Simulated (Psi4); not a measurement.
**Interaction calculation of C$_{2}$H$_{6}$F$_{2}$ (part 1 of 2)**

System: C$_{2}$H$_{6}$F$_{2}$, SMILES CF.CF.
Method: SAPT0-D3BJ/aug-cc-pVDZ, RHF (Psi4 1.11).

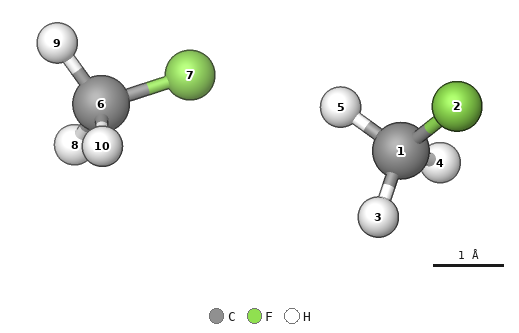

The input geometry (ball-and-stick view, seen at a tilt; atoms are numbered from 1 in the order of the input).

**Input (c2h6f2.py)**
```python
import psi4

psi4.set_memory('1600 MB')
psi4.set_num_threads(1)
psi4.core.set_output_file('run.log', False)

mol = psi4.geometry("""
0 1
C     -0.050720     0.032900     0.007820
F      1.094080    -0.710500    -0.168580
H     -0.918720    -0.626900    -0.057980
H     -0.104820     0.796000    -0.771980
H     -0.019820     0.508500     0.990720
--
0 1
C     -1.824920     1.187800     3.870600
F     -0.888030     1.466140     2.901530
H     -2.692730     1.834890     3.724750
H     -1.386660     1.371070     4.854310
H     -2.124680     0.140690     3.787310
units angstrom
symmetry c1
no_reorient
no_com
""")

psi4.set_options({
    'basis': 'aug-cc-pVDZ',
    'scf_type': 'df',
    'freeze_core': 'true',
    'soscf': True,
})

e = psi4.energy('sapt0-d3bj')
print(f'total energy {e:.8f} hartree = {e * 27.211386:.5f} eV')
```

Run on 1 thread of Intel Xeon (Granite Rapids), 64 GiB of memory available, shared host.

Run as:
```bash
python c2h6f2.py
```

**Output**
```
=> Loading Basis Set <=

    Name: AUG-CC-PVDZ
    Role: ORBITAL
    Keyword: BASIS

   => Loading Basis Set <=

    Name: AUG-CC-PVDZ
    Role: ORBITAL
    Keyword: BASIS

  //>>>>>>>>>>>>>>>>>>>>>>>>>>>>>>>>>>>//
  //              Dimer HF             //
  //<<<<<<<<<<<<<<<<<<<<<<<<<<<<<<<<<<<//

   => Loading Basis Set <=

    Name: AUG-CC-PVDZ
    Role: ORBITAL
    Keyword: BASIS

         ---------------------------------------------------------
                                   SCF
                              RHF Reference
                        1 Threads,   1525 MiB Core
         ---------------------------------------------------------

  ==> Geometry <==

    Molecular point group: c1
    Full point group: C1

    Geometry (in Angstrom), charge = 0, multiplicity = 1:

       Center              X                  Y                   Z               Mass
    ------------   -----------------  -----------------  -----------------  -----------------
         C           -0.050720000000     0.032900000000     0.007820000000    12.000000000000
         F            1.094080000000    -0.710500000000    -0.168580000000    18.998403162730
         H           -0.918720000000    -0.626900000000    -0.057980000000     1.007825032230
         H           -0.104820000000     0.796000000000    -0.771980000000     1.007825032230
         H           -0.019820000000     0.508500000000     0.990720000000     1.007825032230
         C           -1.824920000000     1.187800000000     3.870600000000    12.000000000000
         F           -0.888030000000     1.466140000000     2.901530000000    18.998403162730
         H           -2.692730000000     1.834890000000     3.724750000000     1.007825032230
         H           -1.386660000000     1.371070000000     4.854310000000     1.007825032230
         H           -2.124680000000     0.140690000000     3.787310000000     1.007825032230

  Running in c1 symmetry.

  Rotational constants: A =      0.50911  B =      0.03142  C =      0.03059 [cm^-1]
  Rotational constants: A =  15262.62396  B =    941.89428  C =    916.99983 [MHz]
  Nuclear repulsion =  115.676440442838611

  Charge       = 0
  Multiplicity = 1
  Electrons    = 36
  Nalpha       = 18
  Nbeta        = 18

  ==> Algorithm <==

  SCF Algorithm Type is DF.
  DIIS enabled.
  MOM disabled.
  Fractional occupation disabled.
  Guess Type is SAD.
  Energy threshold   = 1.00e-08
  Density threshold  = 1.00e-08
  Integral threshold = 1.00e-12

  ==> Primary Basis <==

  Basis Set: AUG-CC-PVDZ
    Blend: AUG-CC-PVDZ
    Number of shells: 66
    Number of basis functions: 146
    Number of Cartesian functions: 154
    Spherical Harmonics?: true
    Max angular momentum: 2

   => Loading Basis Set <=

    Name: (AUG-CC-PVDZ AUX)
    Role: JKFIT
    Keyword: DF_BASIS_SCF

  ==> Integral Setup <==

  DFHelper Memory: AOs need 0.087 GiB; user supplied 1.118 GiB.
  SCF_SUBTYPE=INCORE selected. In-core MEM_DF algorithm will be used.
  Using in-core AOs.

  ==> MemDFJK: Density-Fitted J/K Matrices <==

    J tasked:                   Yes
    K tasked:                   Yes
    wK tasked:                   No
    Memory [MiB]:              1144
    Algorithm:                 Core
    Schwarz Cutoff:           1E-12
    Mask sparsity (%):       3.9313
    Fitting Condition:        1E-10

   => Auxiliary Basis Set <=

  Basis Set: (AUG-CC-PVDZ AUX)
    Blend: AUG-CC-PVDZ-JKFIT
    Number of shells: 184
    Number of basis functions: 536
    Number of Cartesian functions: 614
    Spherical Harmonics?: true
    Max angular momentum: 3

  Minimum eigenvalue in the overlap matrix is 5.7344420153E-04.
  Reciprocal condition number of the overlap matrix is 6.0824538854E-05.
    Using symmetric orthogonalization.

  ==> Pre-Iterations <==

  SCF Guess: Superposition of Atomic Densities via on-the-fly atomic UHF (no occupation information).

   -------------------------
    Irrep   Nso     Nmo
   -------------------------
     A        146     146
   -------------------------
    Total     146     146
   -------------------------

  ==> Iterations <==

                           Total Energy        Delta E     RMS |[F,P]|

   @DF-RHF iter SAD:  -276.86982233130857   -2.76870e+02   0.00000e+00
   @DF-RHF iter   1:  -278.04327388617526   -1.17345e+00   2.46153e-03 ADIIS/DIIS
   @DF-RHF iter   2:  -278.10562802430871   -6.23541e-02   1.06279e-03 ADIIS/DIIS
   @DF-RHF iter   3:  -278.11425675904383   -8.62873e-03   2.90160e-04 SOSCF, nmicro=5
   @DF-RHF iter   4:  -278.11538138798096   -1.12463e-03   1.48534e-06 SOSCF, nmicro=5
   @DF-RHF iter   5:  -278.11538142230512   -3.43242e-08   3.00260e-08 SOSCF, nmicro=5
   @DF-RHF iter   6:  -278.11538142231257   -7.44649e-12   3.72147e-10 SOSCF, nmicro=conv
  Energy and wave function converged.

  ==> Post-Iterations <==

    Orbital Energies [Eh]
    ---------------------

    Doubly Occupied:

       1A    -26.303120     2A    -26.279910     3A    -11.323824
       4A    -11.299987     5A     -1.608062     6A     -1.584316
       7A     -0.965627     8A     -0.942288     9A     -0.709829
      10A     -0.708045    11A     -0.692704    12A     -0.685356
      13A     -0.682260    14A     -0.664631    15A     -0.539681
      16A     -0.538204    17A     -0.516455    18A     -0.511914

    Virtual:

      19A      0.030394    20A      0.046274    21A      0.052374
      22A      0.055111    23A      0.073507    24A      0.080550
      25A      0.098776    26A      0.123257    27A      0.139728
      28A      0.150800    29A      0.158019    30A      0.159410
      31A      0.175202    32A      0.191279    33A      0.249955
      34A      0.264024    35A      0.271691    36A      0.274613
      37A      0.277635    38A      0.294889    39A      0.300580
      40A      0.310573    41A      0.317357    42A      0.332629
      43A      0.345836    44A      0.389773    45A      0.396813
      46A      0.403966    47A      0.412563    48A      0.427402
      49A      0.433593    50A      0.458566    51A      0.464278
      52A      0.466340    53A      0.497466    54A      0.503691
      55A      0.509075    56A      0.529140    57A      0.533171
      58A      0.547243    59A      0.558689    60A      0.564664
      61A      0.586454    62A      0.611721    63A      0.622915
      64A      0.628938    65A      0.637336    66A      0.655612
      67A      0.661323    68A      0.685844    69A      0.693231
      70A      0.729160    71A      0.737065    72A      0.749039
      73A      0.753694    74A      0.776686    75A      0.796553
      76A      0.814123    77A      0.939135    78A      0.971697
      79A      0.977432    80A      1.008244    81A      1.036124
      82A      1.110262    83A      1.125506    84A      1.137327
      85A      1.311307    86A      1.326389    87A      1.333805
      88A      1.349976    89A      1.483973    90A      1.489001
      91A      1.504906    92A      1.553259    93A      1.581981
      94A      1.608353    95A      1.627150    96A      1.656343
      97A      1.736398    98A      1.762965    99A      1.793978
     100A      1.801410   101A      1.807818   102A      1.836990
     103A      1.850567   104A      1.879122   105A      1.890924
     106A      1.918981   107A      1.930480   108A      1.949702
     109A      1.977317   110A      2.032558   111A      2.096494
     112A      2.134902   113A      2.231756   114A      2.234954
     115A      2.241399   116A      2.245150   117A      2.255208
     118A      2.256037   119A      2.274232   120A      2.319271
     121A      2.343614   122A      2.384917   123A      2.398656
     124A      2.451594   125A      2.675527   126A      2.679591
     127A      2.703612   128A      2.710727   129A      2.800210
     130A      2.854796   131A      2.884134   132A      2.913245
     133A      2.922298   134A      2.996860   135A      3.530253
     136A      3.551193   137A      4.987730   138A      4.993623
     139A      5.001194   140A      5.020281   141A      5.077849
     142A      5.092458   143A      5.098489   144A      5.109455
     145A      5.130879   146A      5.197351

    Final Occupation by Irrep:
              A
    DOCC [    18 ]
    NA   [    18 ]
    NB   [    18 ]

  @DF-RHF Final Energy:  -278.11538142231257

   => Energetics <=

    Nuclear Repulsion Energy =            115.6764404428386115
    One-Electron Energy =                -614.4712138270741661
    Two-Electron Energy =                 220.6793919619229598
    Total Energy =                       -278.1153814223125664

Computation Completed

Properties will be evaluated at   0.000000,   0.000000,   0.000000 [a0]

Properties computed using the SCF density matrix

 Multipole Moments:

 ------------------------------------------------------------------------------------
     Multipole            Electronic (a.u.)      Nuclear  (a.u.)        Total (a.u.)
 ------------------------------------------------------------------------------------

 L = 1.  Multiply by 2.5417464519 to convert [e a0] to [Debye]
 Dipole X            :         30.2304641          -31.4579307           -1.2274665
 Dipole Y            :        -33.9791155           34.2970363            0.3179208
 Dipole Z            :       -113.3597145          114.1284976            0.7687831
 Magnitude           :                                                    1.4828267

 ------------------------------------------------------------------------------------

	total time  =          3 seconds =       0.05 minutes

  //>>>>>>>>>>>>>>>>>>>>>>>>>>>>>>>>>>>//
  //            Monomer A HF           //
  //<<<<<<<<<<<<<<<<<<<<<<<<<<<<<<<<<<<//

  ==> Geometry <==

    Molecular point group: c1
    Full point group: C1

    Geometry (in Angstrom), charge = 0, multiplicity = 1:

       Center              X                  Y                   Z               Mass
    ------------   -----------------  -----------------  -----------------  -----------------
         C           -0.050720000000     0.032900000000     0.007820000000    12.000000000000
         F            1.094080000000    -0.710500000000    -0.168580000000    18.998403162730
         H           -0.918720000000    -0.626900000000    -0.057980000000     1.007825032230
         H           -0.104820000000     0.796000000000    -0.771980000000     1.007825032230
         H           -0.019820000000     0.508500000000     0.990720000000     1.007825032230
      Gh(C)          -1.824920000000     1.187800000000     3.870600000000    12.000000000000
      Gh(F)          -0.888030000000     1.466140000000     2.901530000000    18.998403162730
      Gh(H)          -2.692730000000     1.834890000000     3.724750000000     1.007825032230
      Gh(H)          -1.386660000000     1.371070000000     4.854310000000     1.007825032230
      Gh(H)          -2.124680000000     0.140690000000     3.787310000000     1.007825032230

  Running in c1 symmetry.

  Rotational constants: A =      0.50911  B =      0.03142  C =      0.03059 [cm^-1]
  Rotational constants: A =  15262.62396  B =    941.89428  C =    916.99983 [MHz]
  Nuclear repulsion =   37.451250055602642

  Charge       = 0
  Multiplicity = 1
  Electrons    = 18
  Nalpha       = 9
  Nbeta        = 9

  ==> Iterations <==

                           Total Energy        Delta E     RMS |[F,P]|

   @DF-RHF iter SAD:  -138.41889245669427   -1.38419e+02   0.00000e+00
   @DF-RHF iter   1:  -139.02085802265091   -6.01966e-01   1.76214e-03 ADIIS/DIIS
   @DF-RHF iter   2:  -139.05238086247434   -3.15228e-02   7.85331e-04 ADIIS/DIIS
   @DF-RHF iter   3:  -139.05701102515013   -4.63016e-03   2.04784e-04 SOSCF, nmicro=5
   @DF-RHF iter   4:  -139.05758336276514   -5.72338e-04   1.07555e-06 SOSCF, nmicro=5
   @DF-RHF iter   5:  -139.05758338106793   -1.83028e-08   2.17380e-08 SOSCF, nmicro=5
   @DF-RHF iter   6:  -139.05758338107142   -3.49587e-12   2.36593e-10 SOSCF, nmicro=conv
  Energy and wave function converged.

  ==> Post-Iterations <==

    Final Occupation by Irrep:
              A
    DOCC [     9 ]
    NA   [     9 ]
    NB   [     9 ]

  @DF-RHF Final Energy:  -139.05758338107142

   => Energetics <=

    Nuclear Repulsion Energy =             37.4512500556026424
    One-Electron Energy =                -266.4358082338004010
    Two-Electron Energy =                  89.9269747971263200
    Total Energy =                       -139.0575833810714244

Computation Completed

Properties will be evaluated at   0.000000,   0.000000,   0.000000 [a0]

Properties computed using the SCF density matrix

 Multipole Moments:

 ------------------------------------------------------------------------------------
     Multipole            Electronic (a.u.)      Nuclear  (a.u.)        Total (a.u.)
 ------------------------------------------------------------------------------------
```
